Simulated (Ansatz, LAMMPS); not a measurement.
# Zn in place of Al at several sites of 42Ga2O3-58Al2O3 (mol %) with crystalline order left by the classical run (95 atoms), part 4 of 4

At which site of 42Ga2O3-58Al2O3 (mol %) with crystalline order left by the classical run (95 atoms) does Zn in place of Al cost least, and what about the site decides it?

Ansatz 0.2.0; Kohn-Sham DFT, PBEsol, PAW (set soft_2), plane waves.

The cell: 16 Ga, 22 Al and 57 O. The quench rate of 100 K/ps is many orders above laboratory rates. The network of bonds at the start is that of the classical potential that made the cell. Only the Γ point is sampled, in a cell whose shortest periodic width is 10 Å.

So far. Step 9 (Zn on a site of Al, site Al38): The relaxation converged after 9 steps, 0.618 eV below its start, with a largest force component of 0.022 eV/Å.

## Step 10: Zn on a site of Al, site Al23

The site has 4 bonded neighbours (O4) at 1.77 Å on average. 

Contents of input.yaml:

```yaml
crystal:
  lattice:
    - [9.81985, 0.0, 0.0]
    - [0.0, 9.81985, 0.0]
    - [0.0, 0.0, 9.81985]
  atoms:
    [... atom lines 1 to 19 left out ...]
    - { symbol: Al, position: [0.6783, 0.26716, 0.60134] }
    - { symbol: Al, position: [0.1554, 0.26065, 0.99374] }
    - { symbol: Al, position: [0.40342, 0.46909, 0.92949] }
    - { symbol: Zn, position: [0.06336, 0.7817, 0.27196], spin: 0.6 }
    - { symbol: Al, position: [0.88782, 0.01244, 0.44103] }
    - { symbol: Al, position: [0.34558, 0.74467, 0.42491] }
    - { symbol: Al, position: [0.95912, 0.55067, 0.59894] }
    [... atom lines 27 to 95 left out ...]
magnetization:
  spin_polarized: true
kpoints:
  mp_grid: { grid: [1, 1, 1] }
hamiltonian:
  xc: pbesol
scf:
  occupations: { method: fermi_dirac, width: 0.025 }
  lower_state_search: "off"
output:
  forces: true
  eigenvalues: true
relax:
  f_tol: 0.05
  max_steps: 90
```

Run with:

```console
$ ansatz run input.yaml --threads 4 --pin off --max-ram 8192MiB --backend cpu --events-out ev --progress --plain --runs-dir out
```

Numbers of over 12 decimals in the logs are rounded to 6 here.

What it wrote:

```text
[...]
Crystal: 95 atoms, lattice volume = 946.923 Å³
Basis set: ecut = 420 eV, 18613 PW (Γ), exchange–correlation on 144×144×144 points (8 copies of the dense FFT grid, shifted against one another)
Bands: 409, of which v1, the nominal top of the filled ones, is band 313 counted from 1 (312 counted from 0)
Symmetry: 1 space group operations
[...]
k-points: 1
[...]
Starting moments: Σ|m| = 3 μB on 5 of 95 sites
[...]
SCF iter   1: F=—  HF=-106271.345379 eV  |F-HF|=—  |Δ(HF+E_count)|=         —  Δρ=6.31e-2 (↑5.59e-2 ↓6.31e-2)  dr2=1.07e2  dr2_m=1.71e0  M=0.004 μB ∫|m|=0.513 μB  β_m=0.30  ethr=3.10e-3  ⟨swp⟩=6.0  Hψ=3273  notcnv=0  defer=31
[...]
SCF iter   3: F=—  HF=-106239.200304 eV  |F-HF|=—  |Δ(HF+E_count)|=    1.39e1  Δρ=1.83e-2 (↑1.83e-2 ↓1.71e-2)  dr2=1.66e1  dr2_m=4.50e-1  M=0.045 μB ∫|m|=0.363 μB  β_m=0.30  ethr=3.10e-3  ⟨swp⟩=3.0  Hψ=1290  notcnv=0  defer=176
[...]
SCF iter  10: F=—  HF=-106234.666752 eV  |F-HF|=—  |Δ(HF+E_count)|=   4.06e-2  Δρ=2.56e-3 (↑2.56e-3 ↓2.32e-3)  dr2=3.55e-1  dr2_m=1.01e-2  M=0.875 μB ∫|m|=0.928 μB  β_m=0.30  ethr=9.59e-5  ⟨swp⟩=4.0  Hψ=668  notcnv=0  defer=178
[...]
SCF iter  13: F=—  HF=-106234.640936 eV  |F-HF|=—  |Δ(HF+E_count)|=   3.73e-2  Δρ=2.39e-3 (↑8.61e-4 ↓2.39e-3)  dr2=1.31e-1  dr2_m=8.95e-3  M=0.885 μB ∫|m|=0.963 μB  β_m=0.42  ethr=4.22e-5  ⟨swp⟩=2.0  Hψ=1285  notcnv=0  defer=178
[...]
SCF iter  21: F=-106234.631507 eV  HF=-106234.631517 eV  |F-HF|=1.00e-5  |Δ(HF+E_count)|=   9.63e-7  Δρ=3.11e-5 (↑5.08e-6 ↓3.11e-5)  dr2=1.28e-5  dr2_m=2.08e-6  M=0.987 μB ∫|m|=1.077 μB  β_m=0.53  ethr=3.20e-9  ⟨swp⟩=2.0  Hψ=2519  notcnv=0
SCF iter  22: F=-106234.631517 eV  HF=-106234.631517 eV  |F-HF|=3.04e-7  |Δ(HF+E_count)|=   2.07e-7  Δρ=5.63e-6 (↑3.43e-6 ↓5.63e-6)  dr2=6.58e-7  dr2_m=4.30e-8  M=0.987 μB ∫|m|=1.077 μB  ethr=2.04e-9  ⟨swp⟩=2.0  Hψ=1810  notcnv=0
SCF 1 converged in 22 iterations: F = -106234.631517 eV  dr2 = 6.58e-7
[...]
relax step   1: F+E_penalty+E_count = -106234.63151707 eV  Δ(F+E_penalty+E_count) = +0.000e0 eV  max|allowed force component| = 3.136e0 eV/Å  Δτ_max = 0.0000 Å  (22 SCF iters, dr2 threshold 6.25e-5 eV, accepted)
[... from here on, the SCF cycles and remarks between the steps are left out ...]
relax step   2: F+E_penalty+E_count = -106235.17070784 eV  Δ(F+E_penalty+E_count) = -5.392e-1 eV  max|allowed force component| = 1.725e0 eV/Å  Δτ_max = 0.0639 Å  (12 SCF iters, dr2 threshold 1.00e-4 eV, accepted)
relax step   3: F+E_penalty+E_count = -106235.56383670 eV  Δ(F+E_penalty+E_count) = -3.931e-1 eV  max|allowed force component| = 3.909e-1 eV/Å  Δτ_max = 0.0932 Å  (13 SCF iters, dr2 threshold 1.00e-4 eV, accepted)
relax step   4: F+E_penalty+E_count = -106235.62540608 eV  Δ(F+E_penalty+E_count) = -6.157e-2 eV  max|allowed force component| = 5.892e-1 eV/Å  Δτ_max = 0.2000 Å  (14 SCF iters, dr2 threshold 9.55e-6 eV, accepted)
relax step   5: F+E_penalty+E_count = -106235.70287592 eV  Δ(F+E_penalty+E_count) = -7.747e-2 eV  max|allowed force component| = 2.343e-1 eV/Å  Δτ_max = 0.0707 Å  (11 SCF iters, dr2 threshold 2.17e-5 eV, accepted)
relax step   6: F+E_penalty+E_count = -106235.71599640 eV  Δ(F+E_penalty+E_count) = -1.312e-2 eV  max|allowed force component| = 3.743e-1 eV/Å  Δτ_max = 0.0975 Å  (14 SCF iters, dr2 threshold 8.68e-6 eV, accepted)
relax step   7: F+E_penalty+E_count = -106235.74991663 eV  Δ(F+E_penalty+E_count) = -3.392e-2 eV  max|allowed force component| = 1.610e-1 eV/Å  Δτ_max = 0.0327 Å  (11 SCF iters, dr2 threshold 2.21e-5 eV, accepted)
relax step   8: F+E_penalty+E_count = -106235.75628578 eV  Δ(F+E_penalty+E_count) = -6.369e-3 eV  max|allowed force component| = 1.896e-1 eV/Å  Δτ_max = 0.0168 Å  (9 SCF iters, dr2 threshold 4.79e-6 eV, accepted)
relax step   9: F+E_penalty+E_count = -106235.76887820 eV  Δ(F+E_penalty+E_count) = -1.259e-2 eV  max|allowed force component| = 1.163e-1 eV/Å  Δτ_max = 0.0272 Å  (9 SCF iters, dr2 threshold 6.65e-6 eV, accepted)
relax step  10: F+E_penalty+E_count = -106235.77374724 eV  Δ(F+E_penalty+E_count) = -4.869e-3 eV  max|allowed force component| = 8.496e-2 eV/Å  Δτ_max = 0.0215 Å  (12 SCF iters, dr2 threshold 5.09e-6 eV, accepted)
relax step  11: F+E_penalty+E_count = -106235.77629647 eV  Δ(F+E_penalty+E_count) = -2.549e-3 eV  max|allowed force component| = 9.020e-2 eV/Å  Δτ_max = 0.0503 Å  (11 SCF iters, dr2 threshold 2.72e-6 eV, accepted)
relax step  12: F+E_penalty+E_count = -106235.78504359 eV  Δ(F+E_penalty+E_count) = -8.747e-3 eV  max|allowed force component| = 1.301e-1 eV/Å  Δτ_max = 0.1077 Å  (12 SCF iters, dr2 threshold 4.34e-6 eV, accepted)
relax step  13: F+E_penalty+E_count = -106235.79495094 eV  Δ(F+E_penalty+E_count) = -9.907e-3 eV  max|allowed force component| = 9.770e-2 eV/Å  Δτ_max = 0.0089 Å  (8 SCF iters, dr2 threshold 1.69e-5 eV, accepted)
relax step  14: F+E_penalty+E_count = -106235.79791230 eV  Δ(F+E_penalty+E_count) = -2.961e-3 eV  max|allowed force component| = 1.579e-1 eV/Å  Δτ_max = 0.0483 Å  (12 SCF iters, dr2 threshold 5.38e-6 eV, accepted)
relax step  15: F+E_penalty+E_count = -106235.79959446 eV  Δ(F+E_penalty+E_count) = -1.682e-3 eV  max|allowed force component| = 1.670e-1 eV/Å  Δτ_max = 0.0601 Å  (9 SCF iters, dr2 threshold 1.41e-5 eV, accepted)
relax step  16: F+E_penalty+E_count = -106235.80208209 eV  Δ(F+E_penalty+E_count) = -2.488e-3 eV  max|allowed force component| = 1.702e-1 eV/Å  Δτ_max = 0.0576 Å  (9 SCF iters, dr2 threshold 2.79e-5 eV, accepted)
relax step  17: F+E_penalty+E_count = -106235.80620144 eV  Δ(F+E_penalty+E_count) = -4.119e-3 eV  max|allowed force component| = 9.563e-2 eV/Å  Δτ_max = 0.0385 Å  (9 SCF iters, dr2 threshold 2.90e-5 eV, accepted)
relax step  18: F+E_penalty+E_count = -106235.80789926 eV  Δ(F+E_penalty+E_count) = -1.698e-3 eV  max|allowed force component| = 4.337e-2 eV/Å  Δτ_max = 0.0100 Å  (9 SCF iters, dr2 threshold 2.89e-6 eV, accepted)
relax step  19: F+E_penalty+E_count = -106235.80789941 eV  Δ(F+E_penalty+E_count) = -1.514e-7 eV  max|allowed force component| = 4.334e-2 eV/Å  Δτ_max = 0.0000 Å  (6 SCF iters, accepted)
SCF converged after 6 iterations
Magnetization: 0.9783 μB (312.9891 up, 312.0109 down)
Absolute magnetization: 1.0849 μB (∫|ρ↑−ρ↓|, with the PAW one-centre terms)
[...]
Per-site moments (μB) at R_I (Å): [(2.0886397763059428e-5, 0.757657), (5.524023208291813e-5, 0.776794), (-0.000164609, 0.778727), (4.7155129576324854e-5, 0.777676), (0.000439421, 0.744484), [...]
Free energy (F): -106235.807899 eV
[...]
Internal energy: -106235.784195 eV  (E = F + TS)
E sigma→0 (E₀):  -106235.796047 eV
Entropy (-TS):   -0.023705 eV (-0.250 meV/atom)
Fermi energy:    7.428686 eV
[...]
Σ components = -106235.807899   (vs F -106235.807899, Δ=0.00e0)
--- Forces (eV/Å), atoms counted from 1 ---
  atom   1  Ga     0.01348234    -0.00942453    -0.00109824
  atom   2  Ga     0.00280625     0.00478434     0.00124191
  atom   3  Ga    -0.00168870    -0.00855300     0.00311333
  atom   4  Ga     0.00393611     0.02608492    -0.02100791
[...]
atom  95  O      0.00221351    -0.00426070     0.00277037
  max |Σ_I F_I| component: 4.29e-5 eV/Å
--- Band table (eV) ---
[...]
--- Relaxed structure (19 steps of the walk, 19 accepted, 0 SCFs on fresh bases) ---
  F+E_penalty+E_count = -106235.80789941 eV   max|allowed force component| = 4.334e-2 eV/Å
  atoms:
    - { symbol: Ga, position: [0.438783, 0.919535, 0.694185] }
    - { symbol: Ga, position: [0.228160, 0.696446, 0.737228] }
    - { symbol: Ga, position: [0.713114, 0.042928, 0.877769] }
    - { symbol: Ga, position: [0.186829, 0.823590, 0.027996] }
[...]
- { symbol: O, position: [0.637928, 0.844644, 0.301614] }
```

Elapsed: 10 min, on 4 threads of Arm Neoverse V2, shared host; peak memory 2.4 GiB; 40 min of CPU time.

The relaxation converged after 19 steps, 1.18 eV below its start, with a largest force component of 0.043 eV/Å.

## Step 11: The sites compared

All these cells hold the same atoms, so their energies can be compared with no chemical potential.

```
site  neighbours  mean distance (Å)  atoms within 6 Å  energy over the best site (eV)  before relaxation (eV)  gain on relaxing (eV)  moment (μB)
Al22          O5               1.86                89                            0.00                    0.00                   1.34          1.0
Al37          O6               1.96                89                            0.51                    0.27                   1.09          1.0
Al23          O4               1.77                93                            0.52                    0.36                   1.18          1.0
Al36          O4               1.76                92                            0.73                    0.49                   1.10          1.0
Al24          O4               1.75                91                            0.76                    0.58                   1.16          1.0
Al38          O6               1.89                90                            1.65                    0.93                   0.62          1.0
```

Neighbours are those of the relaxed host within 2.48 Å (O-Al); other pairs aren't counted.

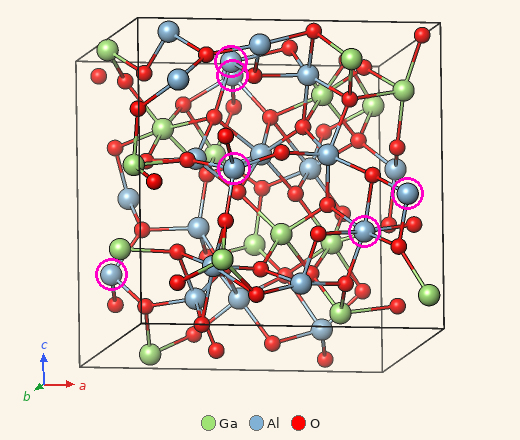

The relaxed cell with the tried sites ringed. Bonds to atoms that aren't drawn are left out.

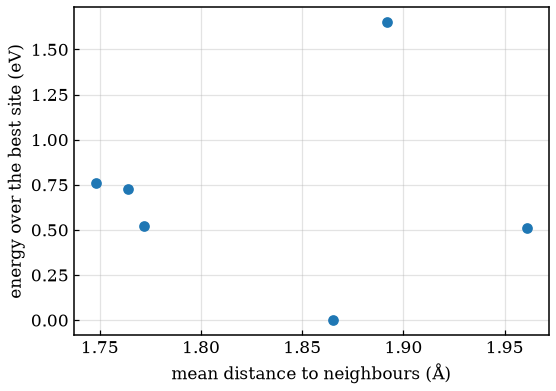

Site energy against the site's surroundings.

## Step 12: Findings

The cheapest site is Al22 (5 neighbours, O5); the dearest, Al38 (6 neighbours, O6), costs 1.6 eV more. By coordination the energies over the best site are 0.52 to 0.76 eV with 4 neighbours, 0.00 eV with 5 neighbours and 0.51 to 1.65 eV with 6 neighbours. Relaxation gains 0.62 to 1.3 eV and leaves the best site the same.

**Limits.** Defects are neutral and interact with their images. The reference ran with fixed occupations, but 6 of the 6 defect cells with fermi-dirac smearing of 0.025 eV, spin polarised. In a disordered cell the relaxation can also rearrange atoms far from the site. In the spin-polarised runs the search for a state of lower energy was switched off. Only 6 of the 22 Al sites were tried; unless symmetry makes the others alike to these, a cheaper one may exist. A local or semilocal functional tends to spread out the unpaired spin of such defects. The stress is far from hydrostatic: its diagonal is 0.6, 2.7, 5.4 GPa, compression counted positive. The pressure of 2.9 GPa shows the cell to be compressed for this functional.

The DFT runs together took 46 min of wall time.

[Logs are printed without paths, hosts, clocks, repeated set-up lines and the standing remarks that a program may print on its own settings, such as how far it seeks lower states.]

[Hosts, paths, dates, database ids (printed as entryN), source tags and the programs' standing remarks are cut or masked in the printed files.]
